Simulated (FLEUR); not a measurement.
Band structure of Cu3Rh (P6_3/mmc, 8 atoms in the cell).

```
Cu3Rh
1.0
    5.26481     0.00000     0.00000
   -2.63240     4.55946     0.00000
    0.00000     0.00000     4.25455
Cu Rh
6 2
Direct
  0.32784   0.16392   0.75000
  0.67216   0.83608   0.25000
  0.16392   0.32784   0.25000
  0.83608   0.67216   0.75000
  0.83608   0.16392   0.75000
  0.16392   0.83608   0.25000
  0.66667   0.33333   0.25000
  0.33333   0.66667   0.75000
```

Computed with PBEsol, all-electron FLAPW (FLEUR), scalar-relativistic valence run with FLEUR.

Settings: Kmax = 4.3 1/bohr; GmaxXC = 17.2 1/bohr; xcFunctional = PBEs; jspins = 1; l_soc = F; mode = hist; fermiSmearingEnergy = 0.00183747 Htr; mesh (inpgen div1-3) = 5 5 5; inpgen gamma flag = false; Gmax = 17.2 1/bohr; numbands = 0; maxIterBroyd = 40; imix = Anderson; alpha = 0.05.

The starting cell comes from a database of computed structures (which also holds hypothetical and non-ambient phases and stackings), without a prior relaxation at this level. Its lattice was rescaled by a random factor within 2.5 % of one. Spin polarisation is off. Values depend on the basis (sphere radii, cutoffs, local orbitals), which need not be converged.

These are the values that this program gave, and no reference: the default basis lacks the next d shell.

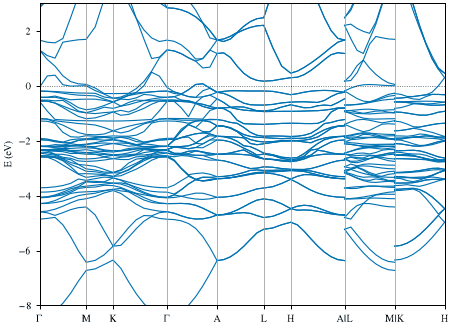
Fig. 1. Bands along the path, energies from the Fermi level.

Levels in eV from the Fermi level, bands 45 to 52:
| point | 45 | 46 | 47 | 48 | 49 | 50 | 51 | 52 |
|---|---|---|---|---|---|---|---|---|
| Γ | -0.42 | -0.19 | -0.19 | -0.06 | 1.30 | 1.30 | 1.66 | 2.84 |
| M | -0.49 | -0.35 | -0.27 | 0.00 | 0.05 | 1.69 | 3.92 | 4.36 |
| K | -0.59 | -0.58 | -0.45 | -0.45 | -0.29 | 4.18 | 4.66 | 4.66 |
| A | -0.24 | -0.24 | -0.24 | -0.24 | 1.18 | 1.18 | 1.67 | 1.67 |
| L | -0.70 | -0.70 | -0.19 | -0.19 | 0.17 | 0.17 | 2.20 | 2.20 |
| H | -0.60 | -0.60 | -0.33 | -0.33 | 0.29 | 0.29 | 0.46 | 0.46 |
